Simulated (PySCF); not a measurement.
Consider C₂H₁₂N₂Si₃ (SMILES C=N[SiH2]N([SiH3])[SiH2]C).

Input file:

```
{"job": {"kind": "nmr", "xc": "PBE0", "basis": "pcSseg-1"}, "charge": 0, "multiplicity": 1}
C      2.909617     0.426958     0.576027
N      1.796946     0.847814     0.203668
Si     0.886225     0.663460    -1.252626
N     -0.483944    -0.331963    -0.838768
Si    -0.224171    -2.042866    -0.682499
Si    -1.894480     0.444034    -0.155601
C     -1.609280     0.899215     1.662041
H      3.243401     0.626674     1.593149
H      3.609216    -0.134121    -0.051578
H      1.548583     0.011903    -2.386475
H      0.461151     2.023183    -1.557469
H      0.616419    -2.352854     0.484231
H     -1.533474    -2.673389    -0.538965
H      0.452661    -2.505932    -1.896799
H     -3.005416    -0.502257    -0.300762
H     -2.148362     1.635662    -0.972415
H     -2.431231     1.485395     2.061781
H     -1.506737     0.009043     2.277509
H     -0.696929     1.479292     1.768089
```

Run with:

```sh
OMP_NUM_THREADS=1 python probes_run.py task.json out
```

Geometry: GFN2-xTB.

Level of theory: PySCF, PBE0/pcSseg-1, SCF density, gas phase, non-relativistic.

Q: Predict the electron density and electron localisation function between the atoms.

A: C–N (1.25 Å): the density is about 2.9 e/Å³ at the midpoint; the ELF peaks at about 0.90 between the atoms (a short, multiple covalent bond).
Si–N (1.73 Å): the density is about 1.1 e/Å³ at the midpoint; the ELF peaks at about 0.90 between the atoms (a polar covalent bond).
C–H (1.09 Å): ρ at the midpoint is about 2.1 e/Å³; the ELF climbs to about 1 towards the hydrogen, as it does in any bond to H (a covalent bond by its length).
Si–H (1.47 Å): the density is about 0.82 e/Å³ at the midpoint; the ELF climbs to about 1 towards the hydrogen.

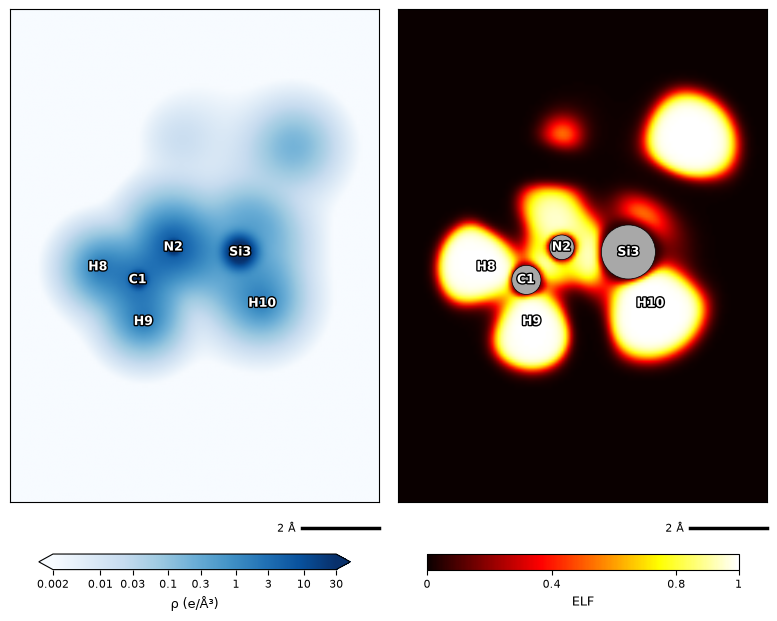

Computed electron density and electron localisation function on the plane of atoms C1, N2 and Si3, in this order. Grey discs cover the atomic cores in the ELF map. 
